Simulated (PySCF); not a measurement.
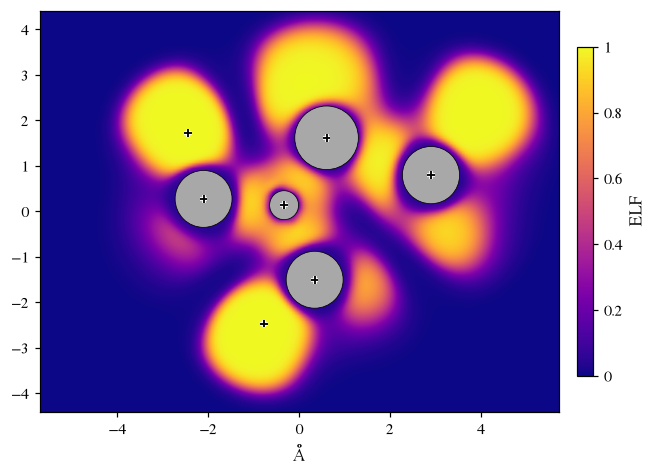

The ELF on a plane through atoms (crosses mark nuclei in the plane; grey discs cover the cores).

All numbers below come from PySCF 2.14.0, PBE0/pcSseg-1, SCF density, gas phase, non-relativistic.

Candidates:
A. H9NSi4 (SMILES [SiH3][Si]N([SiH3])[SiH3])
B. C3H9FOSi (SMILES CC(C)(F)O[SiH3])

Which system is this?

Answer. Candidate A: H9NSi4 on the plane of atoms N3, Si5 and H12, which holds Si, N and H. Si–N (1.75 Å): the ELF peaks at about 0.90 between the atoms; a polar covalent bond. Si–Si (2.44 Å): the ELF peaks at about 1 between the atoms, as expected for a shared electron pair.
